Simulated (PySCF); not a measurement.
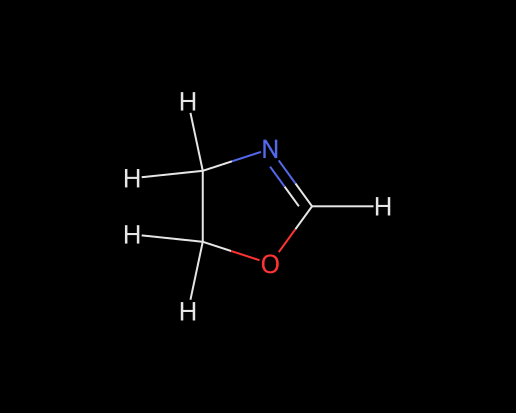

2D structure.

> Write the SMILES.

C1=NCCO1

> What is the molecular formula?

C3H5NO.

> An optimisation with PBE0-D3(BJ)/def2-TZVP gave a structure of which point group?

Cs.

The parts below concern this one geometry. Atoms keep their numbers from picture to picture. The geometry was computed by an optimisation with PBE0-D3(BJ)/def2-TZVP. No frequency run is at hand to confirm it as a minimum.

NMR shielding

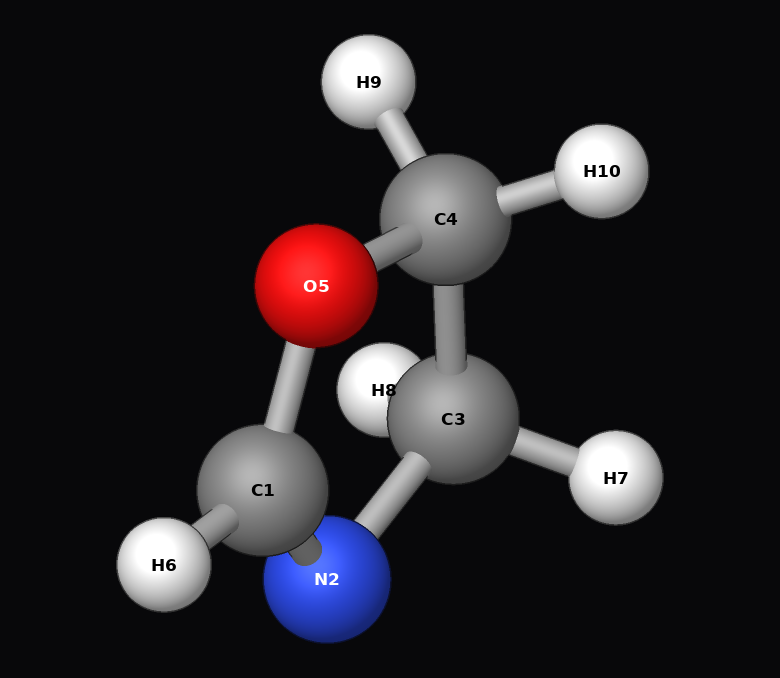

No frequency run is at hand to confirm it as a minimum. Method: GIAO ωB97X-D/pcSseg-2 NMR shielding, non-relativistic, gas phase (PySCF 2.14.0). Principal shieldings σ11 ≤ σ22 ≤ σ33, span Ω = σ33 − σ11, skew κ = 3(σiso − σ22)/Ω.

Give the shielding tensors of the N atoms.

```json
{"atom": "N2", "σ11": "−188.8", "σ22": "−1.8", "σ33": "206.3", "σiso": "5.2", "Ω": "395.1", "κ": "0.05"}
```

Shieldings and span in ppm.

Levels of theory compared

No frequency run is at hand to confirm it as a minimum. Program: PySCF 2.14.0.

At this fixed geometry, give HOMO energy (eV) at these levels: B97-2/pcSseg-2; KT3/pcSseg-2; PBE0/pcSseg-2; WP04/pcSseg-2 in chloroform (IEF-PCM); ωB97X-D/pcSseg-2; ωB97X-D/pcSseg-2 in chloroform (IEF-PCM).

```tsv
level	HOMO energy (eV)
B97-2/pcSseg-2	−7.04
KT3/pcSseg-2	−6.07
PBE0/pcSseg-2	−7.29
WP04/pcSseg-2 in chloroform (IEF-PCM)	−8.51
ωB97X-D/pcSseg-2	−9.16
ωB97X-D/pcSseg-2 in chloroform (IEF-PCM)	−9.16
```

Dipole moment

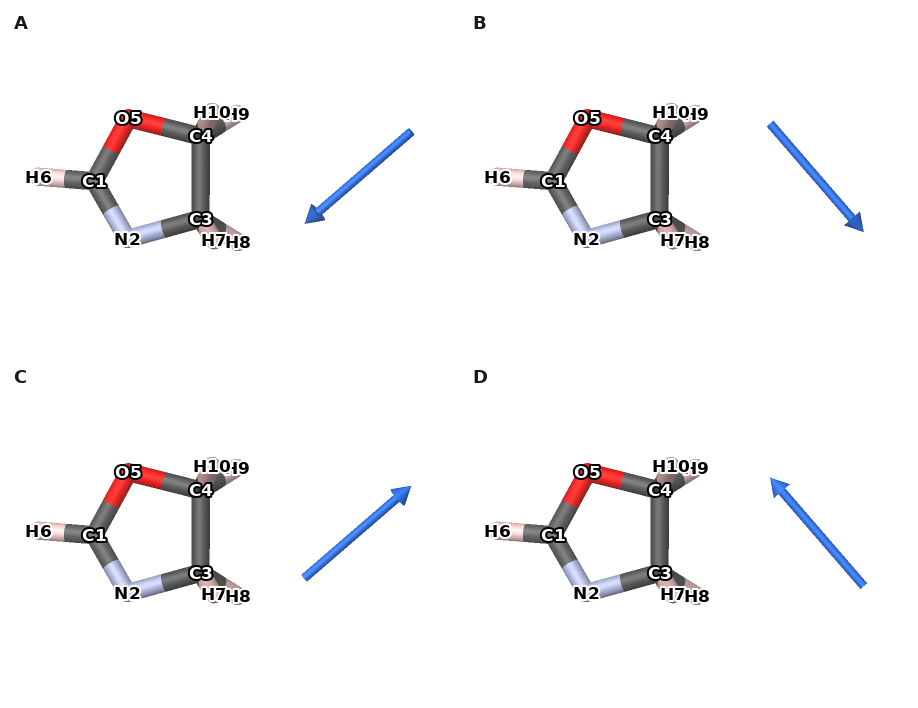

The same molecule four times, each with an arrow. No frequency run is at hand to confirm it as a minimum. Properties computed with ωB97X-D/pcSseg-2 in chloroform (IEF-PCM) (PySCF 2.14.0).

> Which arrow points along the dipole moment, from the negative to the positive end?

C. The dipole moment is 2.23 D; it points from the side of H6 to the side of H9, H10 (the outermost atoms at the two ends).

Charges

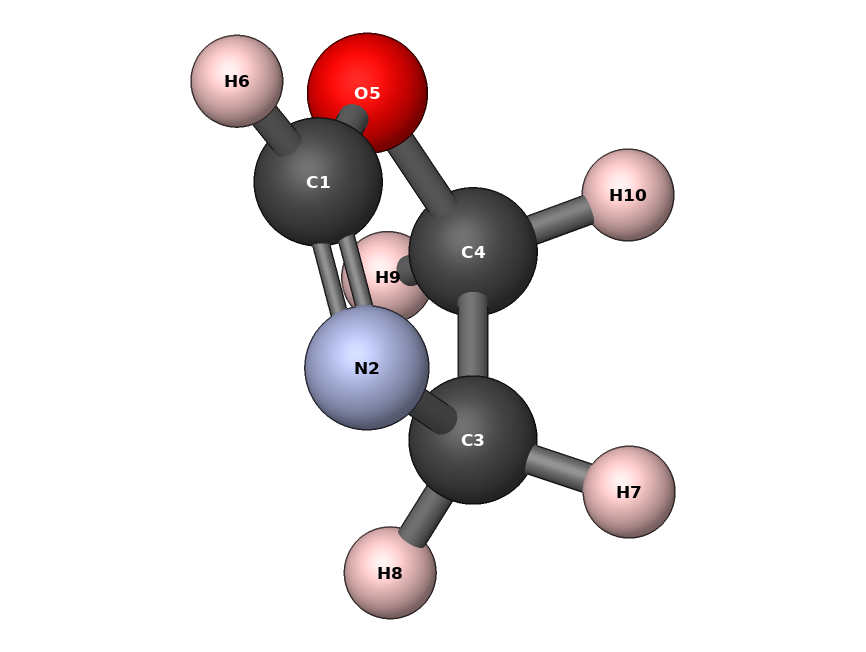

The questions are on IAO charges. No frequency run is at hand to confirm it as a minimum. Level of theory: PBE0/pcSseg-2, gas phase (PySCF 2.14.0).

Give the IAO charges atom by atom.

```
atom  value (e)
  C1       0.20
  N2      −0.36
  C3      −0.18
  C4      −0.09
  O5      −0.36
  H6       0.17
  H7       0.16
  H8       0.15
  H9       0.15
 H10       0.15
```
